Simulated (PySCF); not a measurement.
**F4Ta (Ta(F)4) (doublet): density, localisation and related maps**

The calculation's input:

```
mol = gto.M(atom='''
Ta    -0.00000     0.00000    -0.00000
F      1.75483     0.00000    -0.64641
F     -0.00000     1.75483     0.64641
F     -1.75483    -0.00000    -0.64641
F      0.00000    -1.75483     0.64641''',
    basis={'Ta': 'def2-SVP', 'F': 'def2-SVP'},
    ecp={'Ta': 'def2-SVP'},
    charge=0, spin=1)
mf = dft.UKS(mol, xc='PBE0')
mf.grids.atom_grid = (75, 302)  # f atoms: at least (60, 302), unpruned
mf = mf.density_fit()  # Ta def2-universal-JKFIT, F def2-universal-JKFIT
mf.conv_tol = 1e-09; mf.max_cycle = 55
mf.kernel(dm0)
```

Command:

```sh
OMP_NUM_THREADS=2 python run.py
```

Core potentials replace the inner electrons of Ta.

Method: UKS PBE0, Ta def2-SVP with ECP60, F def2-SVP; non-relativistic Hamiltonian with scalar-relativistic core potentials where named; density fitting in PySCF.

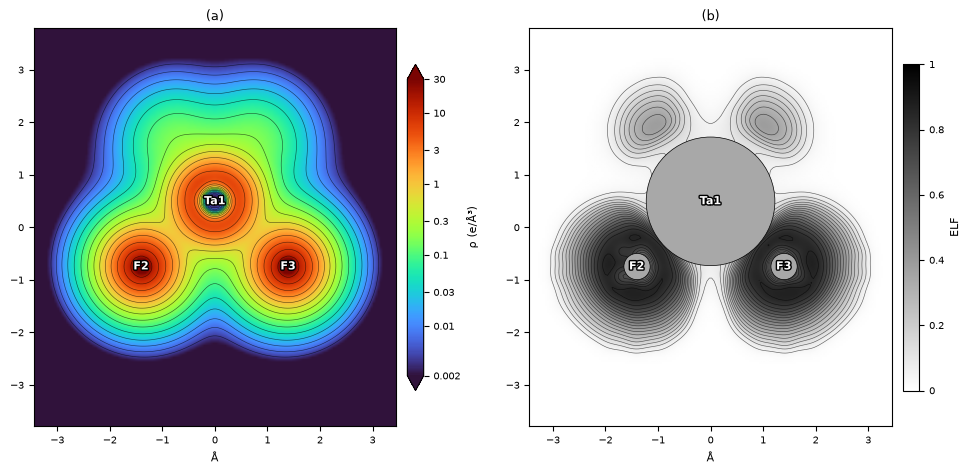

Figure 1. (a) electron density; (b) ELF on the plane of atoms F2, Ta1 and F3. Grey discs cover the atomic cores in the ELF map.

> What does the map show?

- The plane passes through Ta and F nuclei.
- Ta–F (1.87 Å): ρ at the midpoint is about 1 e/Å³; the ELF peaks at about 0.85 in the valence shell of F, 0.5 Å from its nucleus, and drops to about 0.20 between the two atoms.

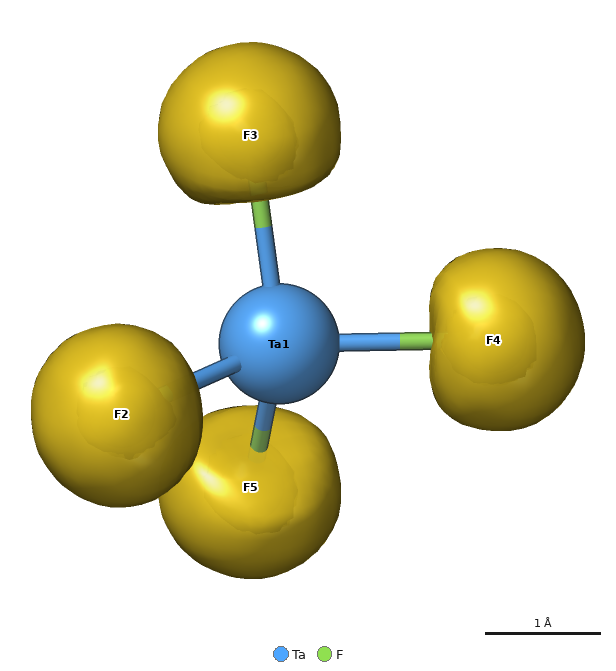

Figure 2. Isosurface of the ELF at 0.75 (yellow), seen at a tilt. Core shells and regions of very low density are left out.

> Where are the electrons localised?

The surface consists of four regions wrapped around F (the valence shell of each).

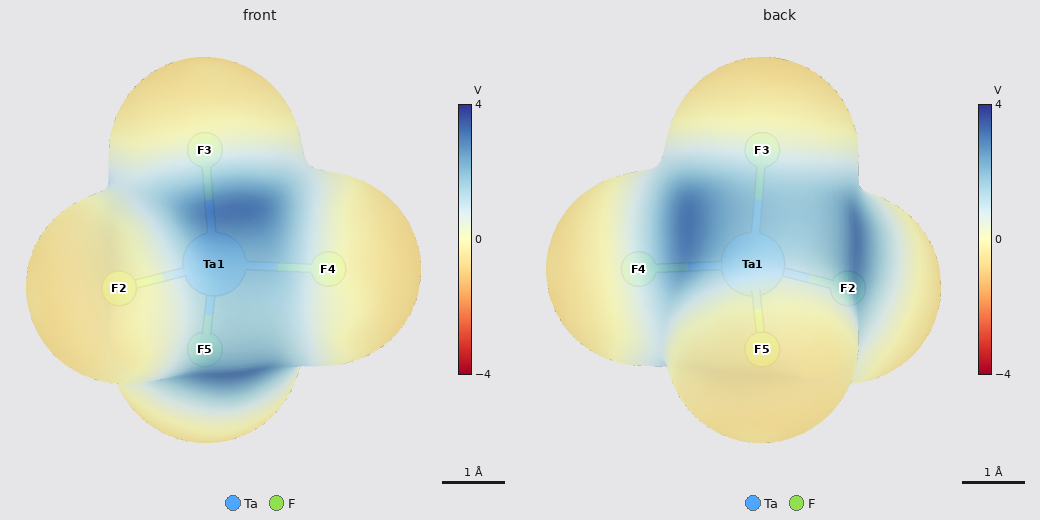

Figure 3. The molecular electrostatic potential painted on the density surface at 0.002 e/bohr³, seen from the front and from behind; the colour scale runs from red (negative) to blue (positive).

> Describe the electrostatic potential map.

The most negative region (about −0.7 V, or −16 kcal/mol for a unit charge) lies over F2, F3, F4 and F5, the most positive (about +3.2 V, or +74 kcal/mol for a unit charge) over Ta1.

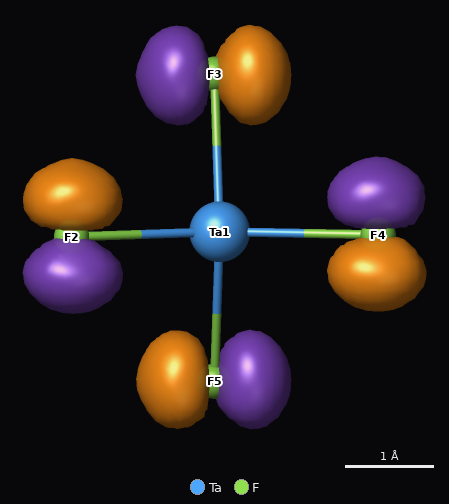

Figure 4. The HOMO (β) at ±0.2 Å⁻³ᐟ² (orange and purple are the two phases), seen across its widest extent.

> Where does this orbital lie, and at what energy?

By Hirshfeld shares it lies mainly on F2 (about 25 %), F3 (about 25 %), F4 (about 25 %) and F5 (about 25 %); largely a combination of lone pairs on F2, F3, F4 and F5. Its energy is −12.16 eV.
